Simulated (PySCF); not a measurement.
# doublet [C2H2F2]− at 3 levels

We compute a comparison of 3 runs (U-wB97M-V/6-311+G**, UPBE0/6-311+G**, UTPSS/6-311+G**) of doublet [C2H2F2]−. 

The results are computed with PySCF 2.14.0.

2 further runs of the same task are left out: 1 that didn't finish, 1 set aside as unsound or not needed.

**1. The molecule**

[C2H2F2]− has 6 atoms, charge -1, and is taken as a doublet. As SMILES of the parent species, `F/C=C\F`. Geometry: relaxed at GFN2-xTB. That shape belongs to the parent species and isn't relaxed for this state.

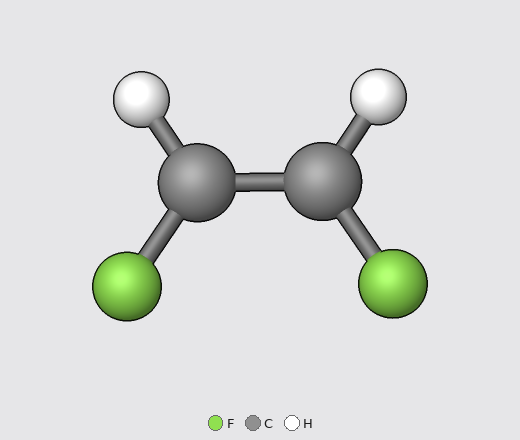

The structure, seen from a chosen angle (fluorine green, carbon grey, hydrogen white).

**2. A single-point energy at U-wB97M-V/6-311+G(d,p) (run 1)**

File run.py:

```python
from pyscf import gto, dft

mol = gto.M(
    atom='''
F    0.192360  -0.836360  -1.520840
C    0.405210   0.027280  -0.525710
C   -0.327390   0.076410   0.572410
F   -1.362570  -0.733090   0.808990
H    1.239650   0.687180  -0.705780
H   -0.147270   0.778580   1.370930
''',
    max_memory=1860,
    basis='6-311+g**',
    charge=-1,
    verbose=3,
    spin=1,
)

myscf = dft.UKS(mol, xc='wb97m-v')
myscf.nlcgrids.level = 1
myscf.conv_tol = 1e-10
myscf.grids.level = 5
myscf.kernel()
if not myscf.converged:
    myscf = myscf.newton().run(myscf.mo_coeff, myscf.mo_occ)

energy = myscf.e_tot
print('E = %.10f Eh' % energy)
```

Run with:

```bash
OMP_NUM_THREADS=1 python run.py
```

Standard output:

```text
WARN: HOMO 0.0143254058250686 >= LUMO 0.014325405825068

converged SCF energy = -277.002991862526  <S^2> = 0.7502626  2S+1 = 2.0002626
E = -277.0029918625 Eh
```

It took 3.1 min on 1 thread of Arm Neoverse V1, shared host; peak memory 0.58 GiB.

**3. A single-point energy at UPBE0/6-311+G(d,p) (run 2)**

File job.py:

```python
from pyscf import gto, dft

mol = gto.M(
    atom='''
F      0.192360    -0.836360    -1.520840
C      0.405210     0.027280    -0.525710
C     -0.327390     0.076410     0.572410
F     -1.362570    -0.733090     0.808990
H      1.239650     0.687180    -0.705780
H     -0.147270     0.778580     1.370930
''',
    basis='6-311+g**',
    spin=1,
    charge=-1,
    max_memory=1860,
    verbose=3,
)

mf = dft.UKS(mol, xc='pbe0')
mf.conv_tol = 1e-10
mf.grids.level = 5
mf.kernel()
if not mf.converged:
    mf = mf.newton().run(mf.mo_coeff, mf.mo_occ)

e_tot = mf.e_tot
print('E = %.10f Eh' % e_tot)
```

Run with:

```bash
OMP_NUM_THREADS=1 python job.py
```

Standard output:

```text
WARN: HOMO -0.0233585417648555 >= LUMO -0.023358541764856

converged SCF energy = -276.809142532101  <S^2> = 0.75021503  2S+1 = 2.000215
E = -276.8091425321 Eh
```

It took 44 s on 1 thread of Arm Neoverse V1, shared host; peak memory 0.52 GiB.

**4. The energy at UTPSS/6-311+G(d,p) (run 3)**

File calc.py:

```python
from pyscf import gto, dft

system = gto.M(
    atom=[
    ('F', (0.192360, -0.836360, -1.520840)),
    ('C', (0.405210, 0.027280, -0.525710)),
    ('C', (-0.327390, 0.076410, 0.572410)),
    ('F', (-1.362570, -0.733090, 0.808990)),
    ('H', (1.239650, 0.687180, -0.705780)),
    ('H', (-0.147270, 0.778580, 1.370930)),
],
    basis='6-311+g**',
    verbose=3,
    spin=1,
    max_memory=1860,
    charge=-1,
)

mf = dft.UKS(system)
mf.xc = 'tpss'
mf.grids.level = 5
mf.conv_tol = 1e-10
mf.kernel()
if not mf.converged:
    mf = mf.newton().run(mf.mo_coeff, mf.mo_occ)

etot = mf.e_tot
print('Final energy', etot)
```

Run with:

```bash
OMP_NUM_THREADS=1 python calc.py
```

Standard output:

```text
WARN: HOMO -0.0505976581333965 >= LUMO -0.0505976581333941

converged SCF energy = -277.12231480062  <S^2> = 0.75008057  2S+1 = 2.0000806
Final energy -277.1223148006202
```

It took 2 min on 1 thread of Arm Neoverse V1, shared host; peak memory 0.57 GiB.

**5. The series**

```tsv
run	level	nlc grid	energy (Eh)	HOMO energy (eV)	LUMO energy (eV)	⟨S²⟩	wall time
1	U-wB97M-V/6-311+G**	1	-277.002992	1.59	5.03	0.750	3.1 min
2	UPBE0/6-311+G**	–	-276.809143	2.32	3.53	0.750	44 s
3	UTPSS/6-311+G**	–	-277.122315	2.70	2.98	0.750	2 min
```

**6. Outcome**

```
                                 quantity          value
                      run 3: total energy  -277.12231 Eh
run 3: HOMO energy (highest over α and β)        2.70 eV
 run 3: LUMO energy (lowest over α and β)        2.98 eV
                              run 3: ⟨S²⟩          0.750
```

**Reading.** Totals of different functionals can't be ranked against each other. In runs 1, 2, 3 the HOMO lies above zero, so the outermost electron may be held by the basis alone. All runs together took 5.8 min, the longest 3.1 min.
